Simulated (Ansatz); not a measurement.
# Lattice dynamics of TiSi (model cell, started as wurtzite), part 3 of 3

How does TiSi (model cell, started as wurtzite) vibrate, and is this structure a minimum?

Ansatz 0.2.0; DFT LDA, scalar-relativistic, plane waves, PAW.

So far. Step 4 (Relaxing to small forces for the phonons): The forces vanish by symmetry and the pressure is 0.003 GPa, within the tolerances set. The cell now holds 19.50 Å³/atom. Within 0.01 Å the structure now has space group P6_3/mmc, not the P6_3mc of the start. Step 5 (Linear response at the zone centre): Before it was imposed, the acoustic sum rule was missed by 1.8e-5 eV/Å². The relaxed cell has a = 4.304, c = 4.862 Å (conventional setting).

The structure was built from a prototype and need not be the compound's stable phase.

### 6. The dispersion (continued)

Interpolated from a 2×2×2 q mesh, rough between the solved points. The phonon branches at the labelled points (cm⁻¹):

```tsv
point	branch 1	branch 2	branch 3	branch 4	branch 9	branch 10	branch 11	branch 12
Γ	0	0	0	118	368	368	440	451
M	-21	76	106	157	353	385	447	456
K	54	94	94	146	362	382	452	452
Γ	0	0	0	118	368	368	440	451
A	97	97	97	97	356	356	361	361
L	89	89	205	205	367	367	370	370
H	86	86	230	230	366	366	372	372
A	97	97	97	97	356	356	361	361
jump to L	89	89	205	205	367	367	370	370
M	-21	76	106	157	353	385	447	456
jump to H	86	86	230	230	366	366	372	372
K	54	94	94	146	362	382	452	452
```

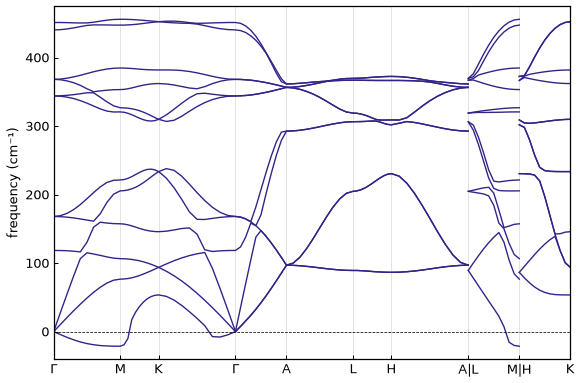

Phonon branches along the path.

The phonon density of states has structure finer than the step of the table below, so its rows give means over 25 cm⁻¹, whole bins alone (the curve runs from -22.5 to 458 cm⁻¹). Peaks (cm⁻¹: height): 132.5: 0.0328, 152.5: 0.0435, 207.5: 0.0365, 322.5: 0.0570, 357.5: 0.0808, 447.5: 0.0531.

Tetrahedra on a 18×18×14 mesh, mean over bins of 5 cm-1. Interpolated from a 2×2×2 q mesh, rough between the solved points. The phonon density of states by wavenumber; means over each step:

```tsv
wavenumber (cm⁻¹)	phonon density of states (1/cm⁻¹/cell)
0	0.00424
25	0.0100
50	0.0161
75	0.0159
100	0.0192
125	0.0291
150	0.0316
175	0.0240
200	0.0324
225	0.0267
250	0.00920
275	0.00974
300	0.0189
325	0.0463
350	0.0548
375	0.0685
400	0.0150
425	0.0208
```

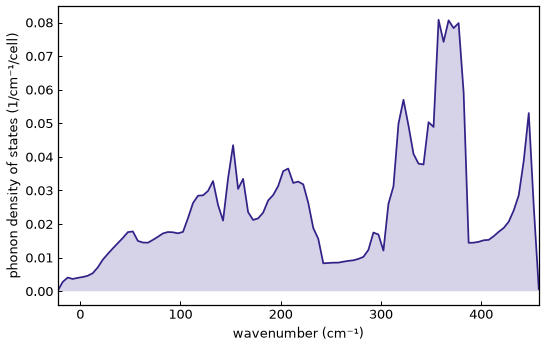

Phonon density of states against wavenumber.

The partial phonon density of states has structure finer than the step of the table below, so its rows give means over 25 cm⁻¹, whole bins alone (the curve runs from -31.4 to 479 cm⁻¹). Peaks (cm⁻¹: height): Si 148.5: 0.0121, 321.9: 0.0444, 370.1: 0.0629, 418.3: 0.0180, 447.2: 0.0276; Ti 81.0: 0.0149, 100.3: 0.0164, 148.5: 0.0240, 209.5: 0.0315, 296.2: 0.0205, 360.5: 0.0252, 447.2: 0.0162.

Phonopy on the run's constants, 15x15x11 mesh, Gaussian sigma 3.6 cm-1. Interpolated from a 2×2×2 q mesh, rough between the solved points. Table of partial phonon density of states by wavenumber; means over each step; values in 1/cm⁻¹/cell:

```tsv
wavenumber (cm⁻¹)	Si	Ti
0	0.00151	0.00242
25	0.00382	0.00614
50	0.00612	0.00999
75	0.00619	0.0105
100	0.00698	0.0123
125	0.00965	0.0178
150	0.0105	0.0209
175	0.00760	0.0173
200	0.00732	0.0249
225	0.00436	0.0224
250	0.00232	0.00717
275	0.00177	0.00594
300	0.00965	0.0119
325	0.0363	0.00917
350	0.0372	0.0181
375	0.0454	0.0204
400	0.0115	0.00446
425	0.0146	0.00764
450	0.0166	0.00973
```

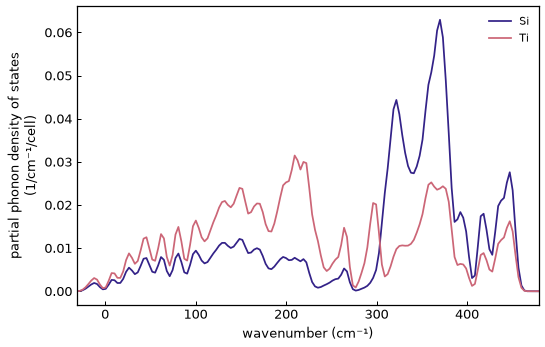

Partial phonon density of states against wavenumber.

Symmetry leaves 4 wavevectors to solve. The lowest mode among them, the acoustic zeros apart, lies at q = (0, -0.5, 0) and is imaginary, 21.4i cm⁻¹, so the energy falls along it.

### 7. Another isotope, element Si, natural mass 28.085 amu

An isotope changes the mass and not the force constants, so no new electronic calculation is needed; the shifts show which modes move this element.

The same force constants with the mass of Si changed from 28.085 to 29.974 u (phonopy, no LO-TO term). Both lists are sorted by frequency; levels can cross, so a row need not hold one and the same mode. Modes under 3 cm⁻¹ are left out. Isotope shifts, by row, the first 40 of 45 rows:

```tsv
q	rank	natural mass (cm⁻¹)	changed mass (cm⁻¹)
0 0 0	4	118.4	117
0 0 0	5	168	166
0 0 0	6	168	166
0 0 0	7	343.9	336.9
0 0 0	8	343.9	336.9
0 0 0	9	368.1	360.7
0 0 0	10	368.1	360.7
0 0 0	11	440.3	431.4
0 0 0	12	451.1	441.9
0 0 -0.5	1	96.88	95.71
0 0 -0.5	2	96.88	95.71
0 0 -0.5	3	96.88	95.71
0 0 -0.5	4	96.88	95.71
0 0 -0.5	5	292.6	292.4
0 0 -0.5	6	292.6	292.4
0 0 -0.5	7	356.4	349.2
0 0 -0.5	8	356.4	349.2
0 0 -0.5	9	356.4	349.2
0 0 -0.5	10	356.4	349.2
0 0 -0.5	11	361.3	349.9
0 0 -0.5	12	361.3	349.9
0 -0.5 0	1	-21.42	-21.14
0 -0.5 0	2	76.52	75.57
0 -0.5 0	3	106.4	105.1
0 -0.5 0	4	157.3	155.5
0 -0.5 0	5	205.4	203.8
0 -0.5 0	6	221.3	220.7
0 -0.5 0	7	320.6	311.1
0 -0.5 0	8	326.7	318.7
0 -0.5 0	9	353.2	345.8
0 -0.5 0	10	384.7	377.3
0 -0.5 0	11	447.2	438.4
0 -0.5 0	12	455.8	446.8
0 -0.5 -0.5	1	89.24	88.14
0 -0.5 -0.5	2	89.24	88.14
0 -0.5 -0.5	3	204.7	203.7
0 -0.5 -0.5	4	204.7	203.7
0 -0.5 -0.5	5	306.3	306.1
0 -0.5 -0.5	6	306.3	306.1
0 -0.5 -0.5	7	318.9	310.3
```

A mode of this element alone would shift by -3.20 %. The highest zone-centre frequency without the field goes from 451.1 to 441.9 cm⁻¹ (-2.0 %). The product of the frequency ratios over all optical modes at Γ is 0.853; the product rule, (m/m′)^(3k/2) (M′/M)^(3/2) with k = 2 such atoms and M the mass of the cell, gives 0.853.

### 8. Isotope substitution, element Ti, natural mass 47.867 amu

The same for Ti, from 47.87 to 49.94 u.

A mode of this element alone would shift by -2.10 %. The highest zone-centre frequency without the field goes from 451.1 to 447.8 cm⁻¹ (-0.7 %). The product of the frequency ratios over all optical modes at Γ is 0.917; the product rule, (m/m′)^(3k/2) (M′/M)^(3/2) with k = 2 such atoms and M the mass of the cell, gives 0.917.

### 9. What came out

```yaml
space_group_after_relaxation_within_0p01_a: P6_3/mmc
volume_per_atom: 19.5 Å³
electronic_character: no gap on this mesh
highest_optical_mode_at_the_zone_centre_no_lo_to_term: 451 cm⁻¹
lowest_optical_zone_centre_mode: 118 cm⁻¹
lowest_mode_on_the_q_mesh_acoustic_modes_at_gamma_apart: -21.4 cm⁻¹
highest_frequency_on_the_path_or_at_a_solved_wavevector: 456 cm⁻¹
imaginary_modes_on_the_2x2x2_q_mesh: yes
```

**Reading.** Modes are clearly imaginary (beyond 10i cm⁻¹) at 1 of the 4 irreducible wavevectors, most at q = (0, -0.5, 0) (21.4i cm⁻¹), so this structure is not a minimum of the energy. The optical modes at Γ span 118 to 451 cm⁻¹. The q mesh stands for a supercell only 8.6 Å across, so branches between the solved wavevectors are rough. The relaxed cell left the space group of the starting entry, even within 0.1 Å, so it may not be the phase that the entry, or a measurement on it, describes. With no gap, or one that is small against the smearing, the frequencies hang on the k mesh and the smearing, most of all near Kohn anomalies. The starting cell was built on a prototype and not taken from a measurement, so the phase need not exist. These are harmonic frequencies at zero temperature: anharmonic shifts, linewidths and thermal expansion are left out.

[Logs are printed without paths, hosts, clocks, repeated set-up lines and the standing remarks that a program may print on its own settings, such as how far it seeks lower states.]

[Hosts, paths, dates, database ids (printed as entryN), source tags and the programs' standing remarks are cut or masked in the printed files.]
